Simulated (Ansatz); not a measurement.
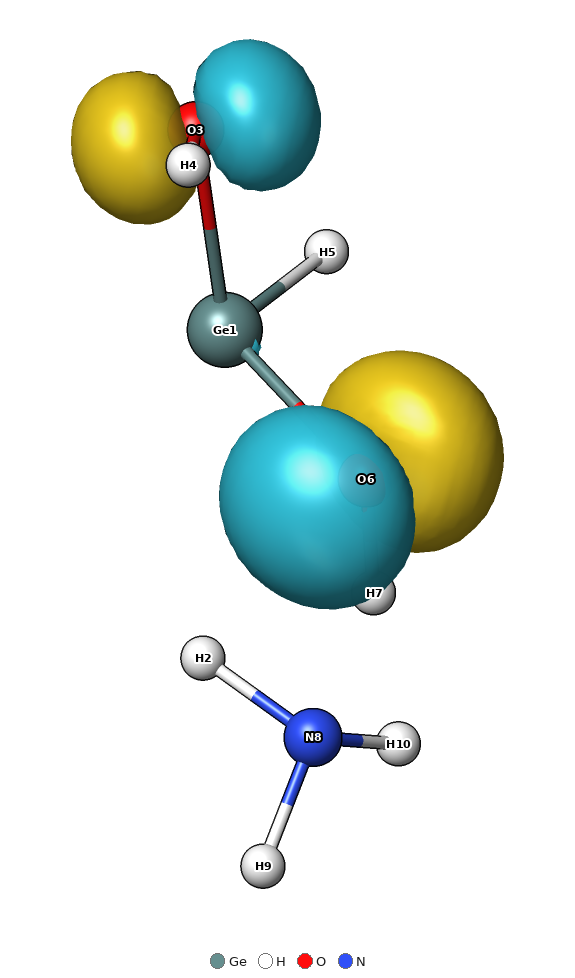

Figure 1: GeH₃O₂···NH₃ (doublet). The HOMO−1 (α) at ±0.2 Å⁻³ᐟ² (yellow and cyan are the two phases), seen at an oblique angle.

Not at a stationary point (largest force 0.5 eV/Å).

These are results of Ansatz, UKS PBE/def2-SVP, not measurements.

Input

```
crystal:
  periodic: [false, false, false]
  atoms:
    - { symbol: Ge, position_ang: [0.0, 0.0, 0.0] }
    - { symbol: H, position_ang: [0.0, 0.0, 1.8] }
    - { symbol: O, position_ang: [1.6691, 0.0, -0.5894] }
    - { symbol: H, position_ang: [1.9855, -0.9521, -0.7061] }
    - { symbol: H, position_ang: [-0.73, 1.2648, -0.5162] }
    - { symbol: O, position_ang: [-0.8337, -1.4443, -0.5894] }
    - { symbol: H, position_ang: [-1.2883, -1.91, 0.183] }
    - { symbol: "N", position_ang: [0.0, 0.0, 3.16] }
    - { symbol: H, position_ang: [-0.496, -0.7725, 3.69] }
    - { symbol: H, position_ang: [0.496, 0.7725, 3.69] }
magnetization:
  spin_polarized: true
  initial_magnetization: 1
basis:
  gaussian: { orbitals: def2-SVP }
hamiltonian:
  xc: pbe
relax:
  f_tol: 0.15
  max_steps: 25
  restrain:
    - { distance: [1, 7], at: 1.06, k: 30.0 }
    - { distance: [0, 1], at: 2.75, k: 30.0 }
output:
  orbitals: {}
```

Launched as:

```sh
ansatz run input.yaml --threads 4 --pin off --max-ram 5120MiB --backend cpu --events-out ev --progress --plain --runs-dir out
```

The fields are those of the run's last geometry, not of the input's.

Describe this orbital and give its energy.

By Hirshfeld shares it lies mainly on O6 (about 65 %), O3 (about 20 %) and Ge1 (about 10 %). Its energy is −6.50 eV.
